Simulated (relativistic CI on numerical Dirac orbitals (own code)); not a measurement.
# Nd²⁺: one ion under different settings

How much do the settings matter for Nd²⁺? One ion, several inputs.

Method: Dirac-Coulomb-Breit CI, KLI orbitals optimised for each configuration, model QED (radiative potential, 1s self-energy scaled to tabulated hydrogen-like ionisation energies), numerical settings as typed. Code: relativistic CI on numerical Dirac orbitals (own code) version 3.

## 1. What is computed

- ion: Nd²⁺ (Nd III)
- nuclear charge: 60
- electrons: 58
- isotope: A = 142

## 2. A try

Input settings:

```ini
atom Nd  Z=60  charge=2  electrons=58
nucleus A=142  rms_radius_fm=4.9123
hamiltonian dirac-coulomb  breit=on  qed=on  c_scale=1
orbitals kli  potential=per-configuration
slater_scale 1
correlation none
mixing on
grid step=0.0125 r_max=86.5
scf mixing=0.4 start=green max_iterations=2 tolerance=2e-08 node_fill=0.05
configurations
  [Xe] 4f4
  [Xe] 4f3 6s
  [Xe] 4f2 6s2
  [Xe] 4f2 6s 6p
  [Xe] 4f2 6p2
end
```

Command:

```
$ python run_levels.py task.json out
```

The settings of every run stand in task.json; they run in order.

Main fields of the result record, rounded:

```text
status: not_converged
warnings: ["SCF of 1s2 2s2 2p6 3s2 3p6 3d10 4s2 4p6 4d10 4f4 5s2 5p6 did not converge"]
scf_steps of the first configuration [iteration, E_Ha, residual, outer_eigenvalue_Ha]:
  - [1, -9610.119478, 1.77, -2.178]
  - [2, -9623.331344, 0.622, -1.571]
```

Wall time 0.022 s (1 thread, shared host).

Cause: the run ended without a result. The SCF ran into its iteration limit before the residual met the tolerance. The input had iteration limit 2. The cure is to restore the usual settings of the SCF.

## 3. With the usual settings

Settings: those of step 2 with these lines changed.

```diff
@@ -8,3 +8,3 @@
 grid step=0.0125 r_max=86.5
-scf mixing=0.4 start=green max_iterations=2 tolerance=2e-08 node_fill=0.05
+scf mixing=0.4 start=green max_iterations=150 tolerance=2e-08 node_fill=0.05
 configurations
```

Main fields:

```text
status: converged
levels [i, E_cm, J2, conf, term, w_term, w_jj]:
  - [0, 0, 8, "4f4", "5I", 0.9841, 0.3996]
  - [1, 1097.1548, 10, "4f4", "5I", 0.9909, 0.5989]
  - [2, 2328.3553, 12, "4f4", "5I", 0.9929, 0.7236]
  - [3, 3662.6955, 14, "4f4", "5I", 0.9883, 0.516]
  - [4, 5074.1029, 16, "4f4", "5I", 0.9762, 0.4619]
  - [5, 13443.158, 2, "4f4", "5F", 0.9646, 0.6609]
  - [6, 13835.847, 4, "4f4", "5F", 0.9607, 0.5799]
  - [7, 14480.93, 6, "4f4", "5F", 0.9698, 0.4446]
  - [8, 15060.097, 4, "4f4", "5S", 0.9605, 0.4839]
  - [9, 15255.953, 8, "4f4", "5F", 0.9504, 0.5074]
  - [10, 15775.955, 12, "4f4", "3K", 0.9892, 0.4955]
  - [11, 16259.917, 10, "4f4", "5F", 0.9509, 0.4189]
  - [12, 16898.242, 14, "4f4", "3K", 0.9041, 0.4232]
  - [13, 16924.748, 8, "4f3 6s", "5I*", 0.9781, 0.5873]
  - "... 16 more rows left out ..."
total_energy [Ha]: -9610.8924632
n_levels_all: 511
overlap: 1.41353e-11
scf_iterations: [13, 13, 11, 11, 11]
orbital_energies [Ha]: {"1s": -1592.64, "2s": -258.139, "2p1/2": -244.174, "2p3/2": -225.114, "3s": -56.6651, "3p1/2": -50.7252, "3p3/2": -46.9086, "3d3/2": -36.6011, "3d5/2": -35.7772, "4s": -11.8515, "4p1/2": -9.60945, "4p3/2": -8.79213, "4d3/2": -5.11107, "4d5/2": -4.96703, "5s": -2.22414, "5p1/2": -1.62756, "5p3/2": -1.51679, "4f5/2": -0.812273, "4f7/2": -0.797322}
configurations [conf, odd, states, E_av_Ha, breit_Ha, qed_Ha]:
  - ["4f4", 0, 1001, -9624.564632, 8.3, 5.545]
  - ["4f3 6s", 1, 728, -9624.526402, 8.304, 5.546]
  - ["4f2 6s2", 0, 91, -9624.179576, 8.308, 5.547]
  - ["4f2 6s 6p", 1, 1092, -9624.047235, 8.309, 5.547]
  - ["4f2 6p2", 0, 1365, -9623.866805, 8.309, 5.547]
scf_steps of the first configuration [iteration, E_Ha, residual, outer_eigenvalue_Ha]:
  - [1, -9610.119478, 1.77, -2.178]
  - [2, -9623.331344, 0.622, -1.571]
  - [3, -9624.367576, 0.226, -1.49]
  - [4, -9624.555574, 0.0723, -1.521]
  - [5, -9624.567112, 0.028, -1.512]
  - [6, -9624.56528, 0.00275, -1.513]
  - [7, -9624.565164, 0.00247, -1.516]
  - [8, -9624.564646, 8.61e-05, -1.517]
  - [9, -9624.564638, 4.56e-05, -1.517]
  - [10, -9624.564632, 1.71e-06, -1.517]
  - [11, -9624.564632, 1.1e-07, -1.517]
  - [12, -9624.564632, 2.63e-08, -1.517]
  - [13, -9624.564632, 1.68e-09, -1.517]
```

Run time: 0.7 s. Hardware: 1 thread, shared host.

## 4. Node fill 0.5, speed-of-light factor 10

Input settings:

```ini
atom Nd  Z=60  charge=2  electrons=58
nucleus A=142  rms_radius_fm=4.9123
hamiltonian dirac-coulomb  breit=on  qed=on  c_scale=10
orbitals kli  potential=per-configuration
slater_scale 1
correlation none
mixing on
grid step=0.0125 r_max=86.5
scf mixing=0.4 start=green max_iterations=150 tolerance=2e-08 node_fill=0.5
configurations
  [Xe] 4f4
  [Xe] 4f3 6s
  [Xe] 4f2 6s2
  [Xe] 4f2 6s 6p
  [Xe] 4f2 6p2
end
```

Main fields:

```text
status: converged
levels [i, E_cm, J2, conf, term, w_term]:
  - [0, 0, 8, "4f4", "5I", 1]
  - [1, 13.601266, 10, "4f4", "5I", 1]
  - [2, 29.878325, 12, "4f4", "5I", 1]
  - [3, 48.807264, 14, "4f4", "5I", 1]
  - [4, 70.360488, 16, "4f4", "5I", 1]
  - [5, 12584.948, 2, "4f4", "5F", 1]
  - [6, 12590.418, 4, "4f4", "5F", 1]
  - [7, 12598.633, 6, "4f4", "5F", 1]
  - "... 22 more rows left out ..."
total_energy [Ha]: -9282.9818931
n_levels_all: 511
overlap: 1.58497e-11
scf_iterations: [13, 13, 12, 11, 11]
orbital_energies [Ha]: {"1s": -1508.48, "2s": -236.262, "2p1/2": -223.676, "2p3/2": -223.507, "3s": -51.4695, "3p1/2": -46.0349, "3p3/2": -46.0016, "3d3/2": -35.9237, "3d5/2": -35.9156, "4s": -10.6534, "4p1/2": -8.60043, "4p3/2": -8.59338, "4d3/2": -4.98863, "4d5/2": -4.98722, "5s": -2.01463, "5p1/2": -1.48209, "5p3/2": -1.48117, "4f5/2": -0.818603, "4f7/2": -0.818449}
configurations [conf, odd, states, E_av_Ha, breit_Ha, qed_Ha]:
  - ["4f4", 0, 1001, -9285.983273, 0.07837, 3.086]
  - ["4f3 6s", 1, 728, -9285.801338, 0.07841, 3.087]
  - ["4f2 6s2", 0, 91, -9285.272798, 0.07846, 3.087]
  - ["4f2 6s 6p", 1, 1092, -9285.162577, 0.07846, 3.087]
  - ["4f2 6p2", 0, 1365, -9285.005931, 0.07846, 3.087]
scf_steps of the first configuration [iteration, E_Ha, residual, outer_eigenvalue_Ha]:
  - [1, -9276.87242, 1.66, -2.094]
  - [2, -9285.642481, 0.501, -1.537]
  - [3, -9285.901957, 0.178, -1.459]
  - [4, -9286.043355, 0.0686, -1.479]
  - [5, -9285.994987, 0.0155, -1.474]
  - [6, -9285.986558, 0.00299, -1.478]
  - [7, -9285.983126, 0.000712, -1.48]
  - [8, -9285.983105, 0.000168, -1.481]
  - [9, -9285.983291, 2.93e-05, -1.481]
  - [10, -9285.983273, 2.11e-06, -1.481]
  - [11, -9285.983272, 4.78e-07, -1.481]
  - [12, -9285.983273, 2.47e-08, -1.481]
  - [13, -9285.983273, 1.86e-08, -1.481]
```

Run time: 0.65 s. Hardware: 1 thread, shared host.

With a scaled speed of light this is not the real ion; the QED potentials keep the true α and change only through the orbitals.

## 5. Grid step 0.02

Input settings:

```ini
atom Nd  Z=60  charge=2  electrons=58
nucleus A=142  rms_radius_fm=4.9123
hamiltonian dirac-coulomb  breit=on  qed=on  c_scale=1
orbitals kli  potential=per-configuration
slater_scale 1
correlation none
mixing on
grid step=0.02 r_max=86.5
scf mixing=0.4 start=green max_iterations=150 tolerance=2e-08 node_fill=0.05
configurations
  [Xe] 4f4
  [Xe] 4f3 6s
  [Xe] 4f2 6s2
  [Xe] 4f2 6s 6p
  [Xe] 4f2 6p2
end
```

Main fields:

```text
status: converged
levels [i, E_cm, J2, conf, term, w_term]:
  - [0, 0, 8, "4f4", "5I", 0.9841]
  - [1, 1097.1548, 10, "4f4", "5I", 0.9909]
  - [2, 2328.3553, 12, "4f4", "5I", 0.9929]
  - [3, 3662.6955, 14, "4f4", "5I", 0.9883]
  - [4, 5074.1029, 16, "4f4", "5I", 0.9762]
  - [5, 13443.157, 2, "4f4", "5F", 0.9646]
  - [6, 13835.846, 4, "4f4", "5F", 0.9607]
  - [7, 14480.929, 6, "4f4", "5F", 0.9698]
  - "... 22 more rows left out ..."
total_energy [Ha]: -9610.8922881
n_levels_all: 511
overlap: 3.44829e-10
scf_iterations: [13, 13, 11, 11, 11]
orbital_energies [Ha]: {"1s": -1592.64, "2s": -258.139, "2p1/2": -244.174, "2p3/2": -225.114, "3s": -56.6651, "3p1/2": -50.7252, "3p3/2": -46.9086, "3d3/2": -36.6011, "3d5/2": -35.7772, "4s": -11.8515, "4p1/2": -9.60945, "4p3/2": -8.79213, "4d3/2": -5.11107, "4d5/2": -4.96702, "5s": -2.22414, "5p1/2": -1.62756, "5p3/2": -1.51679, "4f5/2": -0.812273, "4f7/2": -0.797322}
configurations [conf, odd, states, E_av_Ha, breit_Ha, qed_Ha]:
  - ["4f4", 0, 1001, -9624.564452, 8.3, 5.545]
  - ["4f3 6s", 1, 728, -9624.526222, 8.304, 5.546]
  - ["4f2 6s2", 0, 91, -9624.179396, 8.308, 5.547]
  - ["4f2 6s 6p", 1, 1092, -9624.047055, 8.309, 5.547]
  - ["4f2 6p2", 0, 1365, -9623.866625, 8.309, 5.547]
scf_steps of the first configuration [iteration, E_Ha, residual, outer_eigenvalue_Ha]:
  - [1, -9610.1193, 1.77, -2.178]
  - [2, -9623.331164, 0.622, -1.571]
  - [3, -9624.367395, 0.226, -1.49]
  - [4, -9624.555393, 0.0723, -1.521]
  - [5, -9624.566932, 0.028, -1.512]
  - [6, -9624.565099, 0.00275, -1.513]
  - [7, -9624.564983, 0.00247, -1.516]
  - [8, -9624.564466, 8.74e-05, -1.517]
  - [9, -9624.564456, 3.3e-05, -1.517]
  - [10, -9624.564451, 1.47e-06, -1.517]
  - [11, -9624.564452, 1.41e-07, -1.517]
  - [12, -9624.564452, 2.95e-08, -1.517]
  - [13, -9624.564452, 1.73e-09, -1.517]
```

Run time: 0.47 s. Hardware: 1 thread, shared host.

## 6. Iteration limit 20

Settings: those of step 5 with these lines changed.

```diff
@@ -7,4 +7,4 @@
 mixing on
-grid step=0.02 r_max=86.5
-scf mixing=0.4 start=green max_iterations=150 tolerance=2e-08 node_fill=0.05
+grid step=0.0125 r_max=86.5
+scf mixing=0.4 start=green max_iterations=20 tolerance=2e-08 node_fill=0.05
 configurations
```

Main fields:

```text
status: converged
levels [i, E_cm, J2, conf, term, w_term]:
  - [0, 0, 8, "4f4", "5I", 0.9841]
  - [1, 1097.1548, 10, "4f4", "5I", 0.9909]
  - [2, 2328.3553, 12, "4f4", "5I", 0.9929]
  - [3, 3662.6955, 14, "4f4", "5I", 0.9883]
  - [4, 5074.1029, 16, "4f4", "5I", 0.9762]
  - [5, 13443.158, 2, "4f4", "5F", 0.9646]
  - [6, 13835.847, 4, "4f4", "5F", 0.9607]
  - [7, 14480.93, 6, "4f4", "5F", 0.9698]
  - "... 22 more rows left out ..."
total_energy [Ha]: -9610.8924632
n_levels_all: 511
overlap: 1.41353e-11
scf_iterations: [13, 13, 11, 11, 11]
orbital_energies [Ha]: {"1s": -1592.64, "2s": -258.139, "2p1/2": -244.174, "2p3/2": -225.114, "3s": -56.6651, "3p1/2": -50.7252, "3p3/2": -46.9086, "3d3/2": -36.6011, "3d5/2": -35.7772, "4s": -11.8515, "4p1/2": -9.60945, "4p3/2": -8.79213, "4d3/2": -5.11107, "4d5/2": -4.96703, "5s": -2.22414, "5p1/2": -1.62756, "5p3/2": -1.51679, "4f5/2": -0.812273, "4f7/2": -0.797322}
configurations [conf, odd, states, E_av_Ha, breit_Ha, qed_Ha]:
  - ["4f4", 0, 1001, -9624.564632, 8.3, 5.545]
  - ["4f3 6s", 1, 728, -9624.526402, 8.304, 5.546]
  - ["4f2 6s2", 0, 91, -9624.179576, 8.308, 5.547]
  - ["4f2 6s 6p", 1, 1092, -9624.047235, 8.309, 5.547]
  - ["4f2 6p2", 0, 1365, -9623.866805, 8.309, 5.547]
scf_steps of the first configuration [iteration, E_Ha, residual, outer_eigenvalue_Ha]:
  - [1, -9610.119478, 1.77, -2.178]
  - [2, -9623.331344, 0.622, -1.571]
  - [3, -9624.367576, 0.226, -1.49]
  - [4, -9624.555574, 0.0723, -1.521]
  - [5, -9624.567112, 0.028, -1.512]
  - [6, -9624.56528, 0.00275, -1.513]
  - [7, -9624.565164, 0.00247, -1.516]
  - [8, -9624.564646, 8.61e-05, -1.517]
  - [9, -9624.564638, 4.56e-05, -1.517]
  - [10, -9624.564632, 1.71e-06, -1.517]
  - [11, -9624.564632, 1.1e-07, -1.517]
  - [12, -9624.564632, 2.63e-08, -1.517]
  - [13, -9624.564632, 1.68e-09, -1.517]
```

It took 0.68 s on 1 thread, shared host.

## 7. Start potential bare

Settings: those of step 6 with these lines changed.

```diff
@@ -8,3 +8,3 @@
 grid step=0.0125 r_max=86.5
-scf mixing=0.4 start=green max_iterations=20 tolerance=2e-08 node_fill=0.05
+scf mixing=0.4 start=bare max_iterations=150 tolerance=2e-08 node_fill=0.05
 configurations
```

Main fields:

```text
status: converged
levels [i, E_cm, J2, conf, term, w_term]:
  - [0, 0, 8, "4f4", "5I", 0.9841]
  - [1, 1097.1548, 10, "4f4", "5I", 0.9909]
  - [2, 2328.3553, 12, "4f4", "5I", 0.9929]
  - [3, 3662.6955, 14, "4f4", "5I", 0.9883]
  - [4, 5074.1029, 16, "4f4", "5I", 0.9762]
  - [5, 13443.158, 2, "4f4", "5F", 0.9646]
  - [6, 13835.847, 4, "4f4", "5F", 0.9607]
  - [7, 14480.93, 6, "4f4", "5F", 0.9698]
  - "... 22 more rows left out ..."
total_energy [Ha]: -9610.8924632
n_levels_all: 511
overlap: 1.41354e-11
scf_iterations: [26, 18, 17, 17, 17]
orbital_energies [Ha]: {"1s": -1592.64, "2s": -258.139, "2p1/2": -244.174, "2p3/2": -225.114, "3s": -56.6651, "3p1/2": -50.7252, "3p3/2": -46.9086, "3d3/2": -36.6011, "3d5/2": -35.7772, "4s": -11.8515, "4p1/2": -9.60945, "4p3/2": -8.79213, "4d3/2": -5.11107, "4d5/2": -4.96703, "5s": -2.22414, "5p1/2": -1.62756, "5p3/2": -1.51679, "4f5/2": -0.812273, "4f7/2": -0.797322}
configurations [conf, odd, states, E_av_Ha, breit_Ha, qed_Ha]:
  - ["4f4", 0, 1001, -9624.564632, 8.3, 5.545]
  - ["4f3 6s", 1, 728, -9624.526402, 8.304, 5.546]
  - ["4f2 6s2", 0, 91, -9624.179576, 8.308, 5.547]
  - ["4f2 6s 6p", 1, 1092, -9624.047235, 8.309, 5.547]
  - ["4f2 6p2", 0, 1365, -9623.866805, 8.309, 5.547]
scf_steps of the first configuration [iteration, E_Ha, residual, outer_eigenvalue_Ha]:
  - [1, -8531.678294, 15.4, -72.99]
  - [2, -9285.260587, 9.52, -34.42]
  - [3, -9457.846528, 8.5, -1.536]
  - [4, -9510.521461, 6.52, -1.869]
  - [5, -9599.897017, 2.87, -1.151]
  - [6, -9623.01863, 0.658, -1.274]
  - [7, -9623.091064, 0.653, -1.318]
  - [8, -9623.065716, 0.657, -1.31]
  - [9, -9623.257721, 0.617, -1.347]
  - [10, -9624.330339, 0.169, -1.877]
  - ["...", "...", "...", "..."]
  - [17, -9624.563558, 0.00908, -1.509]
  - [18, -9624.564533, 0.000475, -1.518]
  - [19, -9624.564627, 9.48e-05, -1.517]
  - [20, -9624.564632, 3.2e-05, -1.517]
  - [21, -9624.564635, 1.86e-05, -1.517]
  - [22, -9624.564632, 5.99e-06, -1.517]
  - [23, -9624.564632, 1.49e-06, -1.517]
  - [24, -9624.564632, 1.76e-07, -1.517]
  - [25, -9624.564632, 3.04e-08, -1.517]
  - [26, -9624.564632, 1.45e-08, -1.517]
```

Wall time 0.96 s (1 thread, shared host).

## 8. Slater scale 0

Settings: those of step 7 with these lines changed.

```diff
@@ -4,3 +4,3 @@
 orbitals kli  potential=per-configuration
-slater_scale 1
+slater_scale 0
 correlation none
@@ -8,3 +8,3 @@
 grid step=0.0125 r_max=86.5
-scf mixing=0.4 start=bare max_iterations=150 tolerance=2e-08 node_fill=0.05
+scf mixing=0.4 start=green max_iterations=72 tolerance=2e-08 node_fill=0.05
 configurations
```

Main fields:

```text
status: converged
levels [i, E_cm, J2, conf, term, w_term]:
  - [0, 0, 8, "4f4", "3H", 0.4226]
  - [1, 51.216822, 4, "4f4", "3F", 0.4177]
  - [2, 115.38136, 0, "4f4", "3P", 0.6182]
  - [3, 2372.1332, 16, "4f4", "3M", 0.3878]
  - [4, 2422.911, 14, "4f4", "3L", 0.3876]
  - [5, 2465.4487, 12, "4f4", "3K", 0.3973]
  - [6, 2502.8845, 12, "4f4", "1I", 0.3533]
  - [7, 2511.8736, 10, "4f4", "1H", 0.2958]
  - "... 22 more rows left out ..."
total_energy [Ha]: -9610.7458475
n_levels_all: 511
overlap: 1.41353e-11
scf_iterations: [13, 13, 11, 11, 11]
orbital_energies [Ha]: {"1s": -1592.64, "2s": -258.139, "2p1/2": -244.174, "2p3/2": -225.114, "3s": -56.6651, "3p1/2": -50.7252, "3p3/2": -46.9086, "3d3/2": -36.6011, "3d5/2": -35.7772, "4s": -11.8515, "4p1/2": -9.60945, "4p3/2": -8.79213, "4d3/2": -5.11107, "4d5/2": -4.96703, "5s": -2.22414, "5p1/2": -1.62756, "5p3/2": -1.51679, "4f5/2": -0.812273, "4f7/2": -0.797322}
configurations [conf, odd, states, E_av_Ha, breit_Ha, qed_Ha]:
  - ["4f4", 0, 1001, -9624.564632, 8.3, 5.545]
  - ["4f3 6s", 1, 728, -9624.526402, 8.304, 5.546]
  - ["4f2 6s2", 0, 91, -9624.179576, 8.308, 5.547]
  - ["4f2 6s 6p", 1, 1092, -9624.047235, 8.309, 5.547]
  - ["4f2 6p2", 0, 1365, -9623.866805, 8.309, 5.547]
scf_steps of the first configuration [iteration, E_Ha, residual, outer_eigenvalue_Ha]:
  - [1, -9610.119478, 1.77, -2.178]
  - [2, -9623.331344, 0.622, -1.571]
  - [3, -9624.367576, 0.226, -1.49]
  - [4, -9624.555574, 0.0723, -1.521]
  - [5, -9624.567112, 0.028, -1.512]
  - [6, -9624.56528, 0.00275, -1.513]
  - [7, -9624.565164, 0.00247, -1.516]
  - [8, -9624.564646, 8.61e-05, -1.517]
  - [9, -9624.564638, 4.56e-05, -1.517]
  - [10, -9624.564632, 1.71e-06, -1.517]
  - [11, -9624.564632, 1.1e-07, -1.517]
  - [12, -9624.564632, 2.63e-08, -1.517]
  - [13, -9624.564632, 1.68e-09, -1.517]
```

Wall time 0.68 s (1 thread, shared host).

This setting is unsound; the numbers are not properties of the ion.

## 9. Comparison

| setting | total energy less usual (Ha) | largest shift of a level among the lowest eight of both runs, same label and place (cm⁻¹) | SCF iterations | time | lowest level | kind of change |
| --- | --- | --- | --- | --- | --- | --- |
| usual | 0 | 0 | 59 | 0.7 s | 4f4 5I4 | - |
| node fill 0.5, speed-of-light factor 10 | 328 | 5000 | 60 | 0.65 s | 4f4 5I4 | unphysical constant |
| grid step 0.02 | 0.000175 | 0 | 59 | 0.47 s | 4f4 5I4 | numerical |
| iteration limit 20 | 0 | 0 | 59 | 0.68 s | 4f4 5I4 | numerical |
| start potential bare | 0 | 0 | 95 | 0.96 s | 4f4 5I4 | numerical |
| Slater scale 0 | 0.147 | - | 59 | 0.68 s | 4f4 [4f5/2^4] J=4 | unsound |

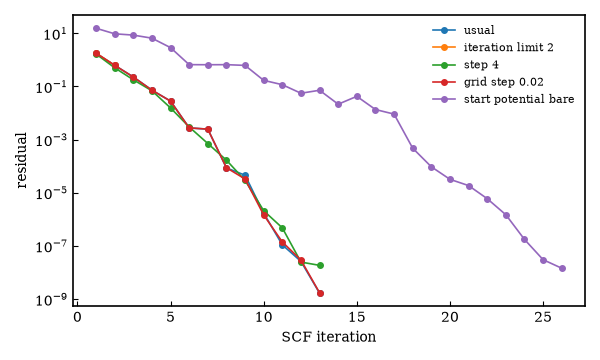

Residual of the first configuration's SCF.

## 10. Summary of results

```
                    quantity          value
lowest level, usual settings        4f4 5I4
                total energy  -9610.8925 Ha
            first excitation    1097.2 cm⁻¹
       runs without a result              1
```

Among the runs whose levels can be followed, they move most under «node fill 0.5, speed-of-light factor 10» (unphysical constant), by up to 5000 cm⁻¹. No visible change in the result comes from «iteration limit 20» or «start potential bare». «Start potential bare» costs 95 SCF iterations against 59. Only the listed configurations are in the model. Near neutrality, missing correlation can shift configurations against each other by thousands of cm⁻¹.
